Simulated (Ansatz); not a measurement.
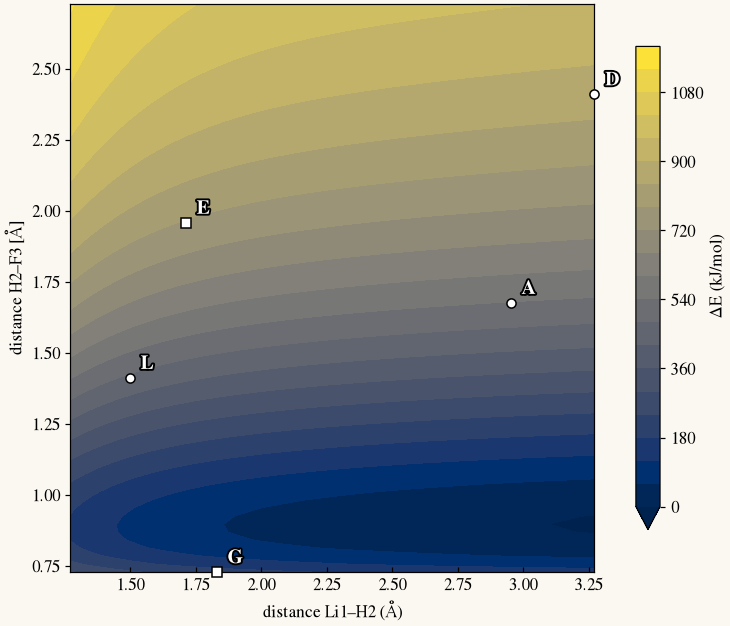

The system Li⁺ + HF. 
- Coordinates scanned: (1) distance Li1–H2; (2) distance H2–F3.
- Nothing is relaxed (the angle Li1–H2–F3 is fixed at 180 degrees).
- The scan uses a 17 × 17 grid.
- Energies are in kJ/mol, from the lowest grid point.
- The reference is spin-restricted, so regions where a bond is pulled apart into radicals lie too high.
- Level of theory: RHF/aug-cc-pVTZ (Ansatz 0.2.0).

The picture shows filled contours, lettered points. Between grid points the surface is interpolated.

Is D the lowest point of the computed grid?

Answer. No. D lies 869 kJ/mol above the lowest grid point, which is at distance Li1–H2 = 3.272 Å, distance H2–F3 = 0.862 Å.

What kind of point is each of A, E, L: minimum, saddle, maximum or slope?

Answer. A: on a slope; E: on a slope; L: on a slope. (In these two coordinates alone; a stationary point may lie a little off the grid point.)

Rank the lettered points by energy, lowest first.

Answer. G (206 kJ/mol), L (468 kJ/mol), A (537 kJ/mol), E (775 kJ/mol), D (869 kJ/mol).
